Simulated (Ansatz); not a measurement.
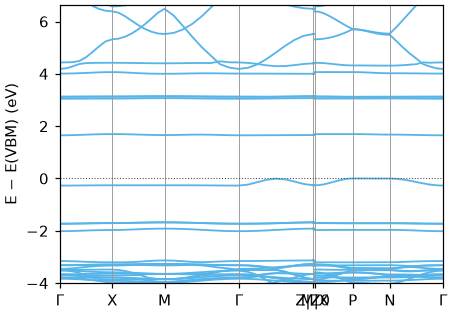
Figure: Band structure from DFT-r²SCAN in the program Ansatz with PAW potentials

Question: Read off the gap and where the band edges lie.

Answer: About 1.6 eV (1.65 eV by a search for the band edges); maximum at P, minimum at Γ.

Question: Which of these materials gives this?
A. BiBrO, P4/nmm (Bi on 2c, Br on 2c, O on 2a)
B. CsSnI3, P4/mbm (Cs on 2d, Sn on 2b, I on 4h, I on 2a)
C. Rb2MnF5, P4/mmm (Rb on 2e, Mn on 1a, F on 1b, F on 4j)

Answer: C, Rb2MnF5, P4/mmm (Rb on 2e, Mn on 1a, F on 1b, F on 4j)

The first step of the workflow began from a Materials Project structure, measured or hypothetical; the Crystallography Open Database copy checked does not list it. Its standing as an ambient phase is unchecked. The cell was relaxed with r²SCAN under the symmetry of its start, as lowered by the spin order; its stability against distortions is not shown here. The final state is antiferromagnetic, chosen from 5 collinear starts compared on coarse meshes (ties went to the first, and starts can fall back to one state), not a proven ground state. Other orbital occupations within this spin state were not tried. No Hubbard U is applied. Point labels and valley counts follow the cell and symmetry of the run, lower than the named group. Spin–orbit coupling is left out wherever it is not named.

Potentials: the later of the program's two PAW sets.
